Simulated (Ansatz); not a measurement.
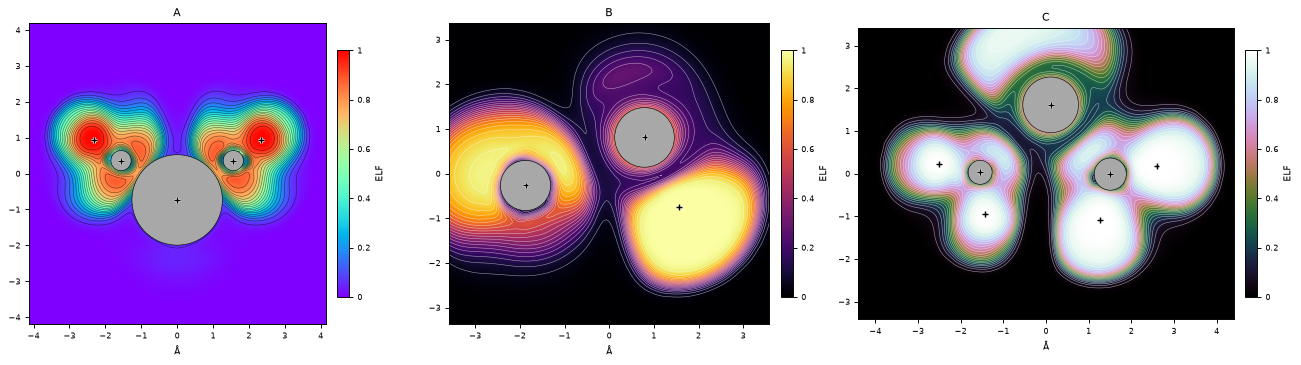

The ELF of 3 systems, each on a plane through atoms (crosses mark nuclei in the plane; grey discs cover the cores).

All numbers below come from Ansatz, isolated molecule in a Gaussian basis; Kohn-Sham density functional theory, functional PBE0.

System 1: ClH3O3Zr, the plane of atoms O2, Zr5 and O3. Geometry: PBE0-D4/def2-SVP; core potentials replace the inner electrons of Zr.

```yaml
atoms:
  - { symbol: Cl, position_ang: [0.4205, 0.6579, -2.7026] }
  - { symbol: O, position_ang: [-1.4088, 1.3618, 0.2069] }
  - { symbol: O, position_ang: [1.5506, 0.4329, 0.6108] }
  - { symbol: O, position_ang: [-0.6313, -1.6316, -0.2616] }
  - { symbol: Zr, position_ang: [-0.0427, 0.1790, -0.4109] }
  - { symbol: H, position_ang: [-2.0874, 1.9199, 0.5823] }
  - { symbol: H, position_ang: [2.3087, 0.5408, 1.1823] }
  - { symbol: H, position_ang: [-0.9315, -2.5266, -0.1133] }
```

System 2: H5InS (SMILES [SH2+][InH3-]), the plane of atoms S2, In1 and H6. Geometry: PBE0-D4/def2-SVP; core potentials replace the inner electrons of In.

| atom | x (Å) | y (Å) | z (Å) |
| --- | --- | --- | --- |
| In | 0.2835 | 1.1796 | -0.2490 |
| S | -0.4702 | -1.5932 | -0.2291 |
| H | -1.4080 | -1.4751 | 0.7361 |
| H | 0.4771 | -1.9877 | 0.6495 |
| H | -1.1728 | 1.7025 | -1.0364 |
| H | 0.3936 | 1.2887 | 1.4850 |
| H | 1.7299 | 0.9139 | -1.1717 |

System 3: CH4OSn (SMILES [CH2]=[Sn][OH2+]) (charge +1, doublet), the molecular plane. Geometry: r2SCAN-D4/def2-SVP; core potentials replace the inner electrons of Sn.

```xyz
7

C    -0.3088    0.5680    1.6184
O    -1.0832    0.0979   -1.2948
Sn   -1.8647   -0.6085    0.7357
H     0.4395    1.1772    1.0893
H    -0.1898    0.6115    2.7116
H    -0.3324    0.6923   -1.4630
H    -1.4571   -0.1531   -2.1562
```

**Which map belongs to which system?**

Panel A is system 1, ClH3O3Zr: the plane holds O, Zr and H. Zr–O (1.91 Å): the ELF peaks at about 0.80 in the valence shell of O, 0.5 Å from its nucleus, and drops to about 0.20 between the two atoms. Panel B is system 2, H5InS: the plane holds In, S and H. In–S (2.87 Å): the ELF peaks at about 0.95 in the valence shell of S, 1.0 Å from its nucleus, and drops to about 0.10 between the two atoms. Panel C is system 3, CH4OSn: the plane holds C, O, Sn and H. C–Sn (2.14 Å): the ELF peaks at about 0.90 in the valence shell of C, 0.7 Å from its nucleus, and drops to about 0.20 between the two atoms.
